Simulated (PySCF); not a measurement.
## A study: Br2, SMILES `BrBr`

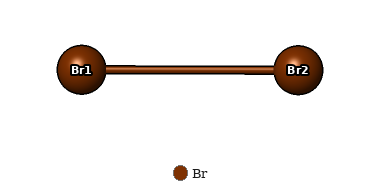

The molecule, with its atoms numbered as below. No frequency check shows the geometry to be a minimum.

Coordinates in Å:

```
Br1      1.1407    0.0000    0.0000
Br2     -1.1407    0.0000    0.0000
```

## 1. Bonding charge

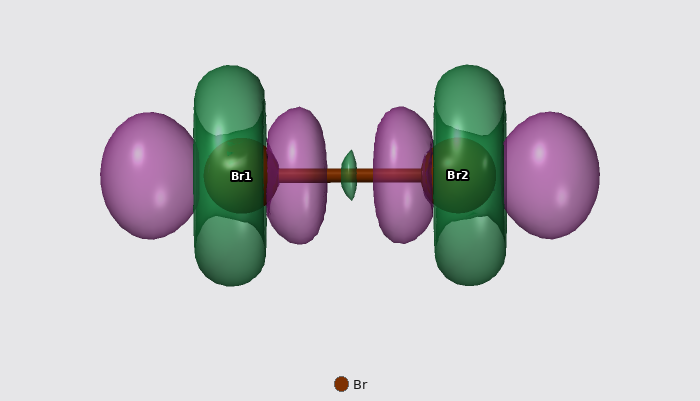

Deformation density (molecule less spherical, spin-averaged free atoms at the same positions), surfaces at ±0.04 e/Å³; green: gain, purple: loss.

Level of theory: PBE0/def2-TZVP (PySCF), at a geometry from GFN2-xTB.

Q: Describe the bonding that the map shows.

A: Br1–Br2: +0.06 e/Å³ at the bond critical point (bond length 2.28 Å, Mayer order 1.1). In all, 0.6 electrons gather in the regions of gain relative to the promolecule. A small or negative value marks a very polar bond, one between electron-rich atoms, whose free-atom densities already overlap strongly, a long bond to a heavier atom, or a closed-shell contact such as a hydrogen bond.

## 2. Bond critical points

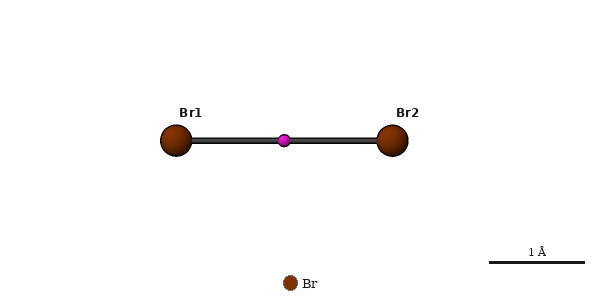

Molecular graph of the electron density (QTAIM): bond paths, bond critical points (magenta), ring points (cyan, if any); weak paths are dashed.

Q: How many critical points of each kind are there, and does the count close?

A: 2 nuclei, 1 bond, 0 ring and 0 cage critical points: 2 − 1 + 0 − 0 = 1, as the Poincaré–Hopf relation requires.

Q: Tabulate density, Laplacian, ellipticity and energy density at the bond critical points (atomic units).

A:
```tsv
bond	length (Å)	ρ (a.u.)	∇²ρ (a.u.)	ε	H (a.u.)
Br1–Br2	2.281	0.113	−0.01	0.00	−0.049
```

Q: What kind of interaction is Br1–Br2?

A: Shared-shell (covalent): ρ = 0.113, ∇²ρ = −0.01, H = −0.049 a.u.

## 3. Electrostatic potential

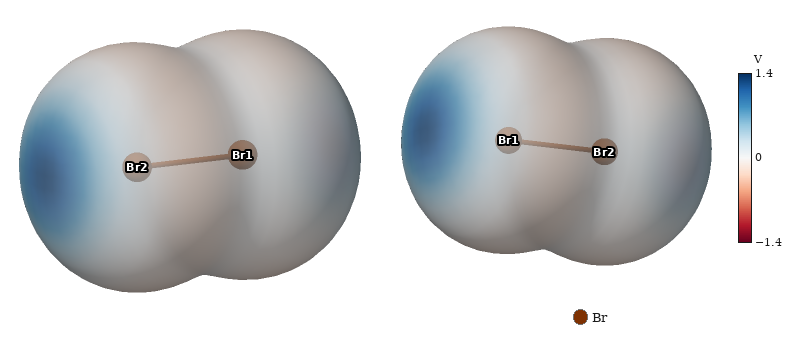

Electrostatic potential on the surface of electron density 0.001 a.u. (back view left, front view right).

Q: Where are the extremes of the potential on the surface?

A: Highest: 1.31 V, 2.0 Å from Br2, and at like points elsewhere. Further maxima include −0.01 V, off the Br1–Br2 bond (2.3 to 2.4 Å from its atoms), and at like points elsewhere. Lowest: −0.17 V, 2.2 Å from Br1, and at like points elsewhere. The surface is sampled at points, so like sites can differ by a few per cent and only the strongest of them is named.

Q: Does Br2 carry a σ-hole?

A: Yes: a local maximum of +1.31 V lies on the extension of the Br1–Br2 bond.

Q: What volume does the surface enclose, and what is the dipole moment?

A: About 77 Å³; the dipole moment is 0.0 D.

## 4. In an electric field

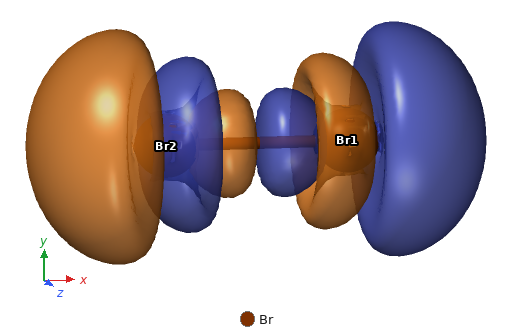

Change of the electron density in a uniform field of 0.26 V/Å, surfaces at ±0.0015 e/Å³ (orange: gain, blue: loss).

PySCF calculation, ωB97X/cc-pVTZ, gas phase; geometry: GFN2-xTB. A basis without diffuse functions makes polarisabilities too small.

Q: Along which Cartesian direction does the field point?

A: Along +x: electrons gather on the −x side, against the field.

Q: What dipole is induced, and what polarisability does it imply?

A: The induced dipole is 0.71 D (along the field); α along this axis, from the fields in both directions, is 56 bohr³ (8.2 Å³).

Q: Which atoms gain and lose the most charge?

A: Electrons gather most on Br2 (Hirshfeld charge changes by −0.036 e) and leave Br1 most (+0.036 e); 0.053 electrons are displaced in all.

## 5. Localised orbitals

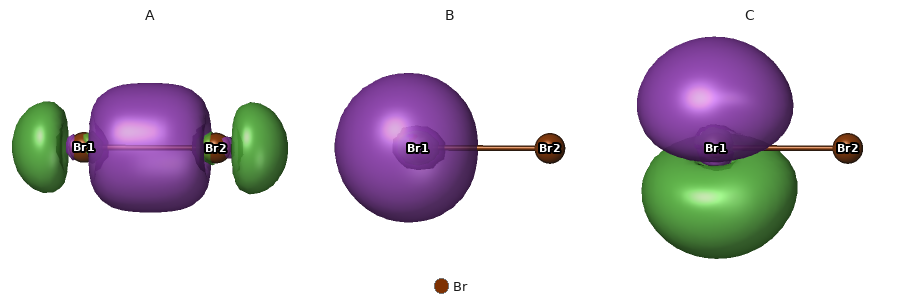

Intrinsic bond orbitals (IBO), occupied; each surface holds about 85 % of the orbital's density. Energies are diagonal elements of the Fock matrix.

Level of theory: LDA (SVWN)/def2-SVPD (PySCF), at a geometry from GFN2-xTB.

Q: Name the orbitals, with their atomic make-up and energies.

A: By panel:
- A: σ bond Br2–Br1 (Br2 50 %, Br1 50 %; −13.9 eV)
- B: lone pair on Br1 (s-type) (Br1 100 %; −19.4 eV)
- C: lone pair on Br1 (p-type) (Br1 100 %; −8.1 eV)
